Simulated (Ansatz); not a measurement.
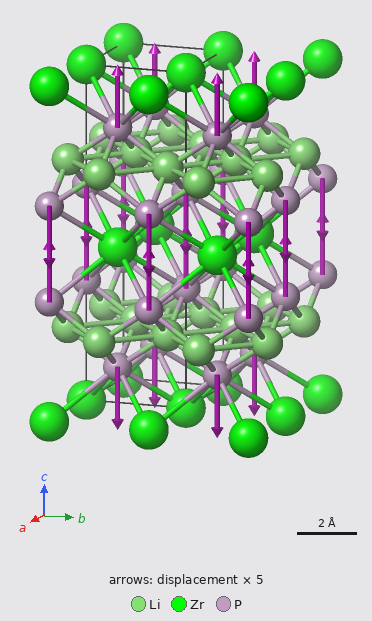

This is a relaxation of solid Li₂ZrP₂ (built on the BaMn2P2 type) (coarse preliminary run). The starting structure is drawn; purple arrows show the displacements (the part carried along by the change of the cell is left out), magnified 5 times.

The picture is a ball-and-stick view of the conventional cell (2 times the calculation's cell), repeated 2 × 2 × 1 with one cell outlined, seen slightly off an axis. Lengths and directions refer to the drawn axes.

Case: BaMn2P2 type (I4/mmm, No. 139).

The calculation used DFT PBE, scalar-relativistic, plane waves, PAW (Ansatz 0.2.0).

Input file:
```yaml
crystal:
  lattice:
    - [-1.8128659926, 1.8128659926, 5.865207513]
    - [1.8128659926, -1.8128659926, 5.865207513]
    - [1.8128659926, 1.8128659926, -5.865207513]
  atoms:
    - { symbol: Li, position: [0.75, 0.25, 0.5] }
    - { symbol: Li, position: [0.25, 0.75, 0.5] }
    - { symbol: Zr, position: [0.0, 0.0, 0.0] }
    - { symbol: P, position: [0.357, 0.357, 0.0] }
    - { symbol: P, position: [0.643, 0.643, 0.0] }
basis:
  ecutwfc: 420
kpoints:
  mp_grid: { grid: [6, 6, 6] }
hamiltonian:
  xc: pbe
scf:
  occupations: { method: gaussian, width: 0.1 }
  lower_state_search: "off"
output:
  forces: true
  stress: true
  eigenvalues: true
relax:
  adjacent_minimum: "off"
  f_tol: 0.04
  max_steps: 70
  cell: { stress_tol: 0.4 }
```

Command:
```bash
ansatz run input.yaml --threads 1 --pin off --max-ram 2560MiB --backend cpu --events-out ev --progress --plain --runs-dir out
```

> Atoms of which element are displaced furthest, and by how much?

Phosphorus: up to 0.44 Å, against 0.00 Å for zirconium.

> Describe the change and its energy.

The largest moves relative to the cell, 0.44 Å, are those of P4 and P5. P4 goes along +c. Zr and Li stay in place. Cell: a = b 3.626 → 3.601 Å (−0.7 %), c 11.730 → 11.412 Å (−2.7 %). Volume −4.0 %. Some distances before and after: P4–P5 3.355 → 2.381 Å, Zr3–P4 3.064 → 2.811 Å, Li1–P4 2.205 → 2.451 Å, Li1–Li2 2.564 → 2.546 Å. The space group stays I4/mmm (No. 139). Over 5 accepted moves (6 points after the start) the energy falls by 1.921 eV per cell of the calculation. Largest force component: 4.1 eV/Å at the start, 0.01 eV/Å at the end. Pressure: −0.19 GPa at the start and 0.05 GPa at the end. The SCF was repeated once at an unchanged geometry on a basis and grid sized afresh for the cell, which shifted the energy by 0.3 meV per cell of the calculation at most.
